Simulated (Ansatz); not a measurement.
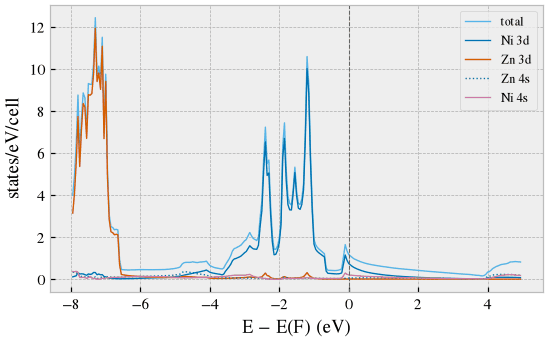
Figure: Total and projected density of states of ZnNi (CsCl type, Pm-3m), LDA in the plane-wave PAW code Ansatz

### Question
Which orbitals carry the states next to the Fermi level?

### Answer
Within 0.5 eV of the Fermi level: Ni 3d 60 %, Ni 4s 17 %, Zn 4s 6 %, outside the projected shells 16 %. Projections are on Löwdin-orthogonalised atomic valence shells; empty p or d shells of many metals are not among them.

### Question
Where is the tallest occupied peak in this window, and what makes it?

### Answer
Near -7.3 eV, about 12 states/eV per cell; the largest projected share is Zn 3d.

The first step of the workflow began from a Materials Project structure, measured or hypothetical; the Crystallography Open Database files this formula in space group No. 221, but the cells were not matched. Its standing as an ambient phase is unchecked. The LDA relaxation kept the symmetry of its start. At this level the phase is mechanically unstable. The run is not spin-polarised.

Potentials: the later of the program's two PAW sets.
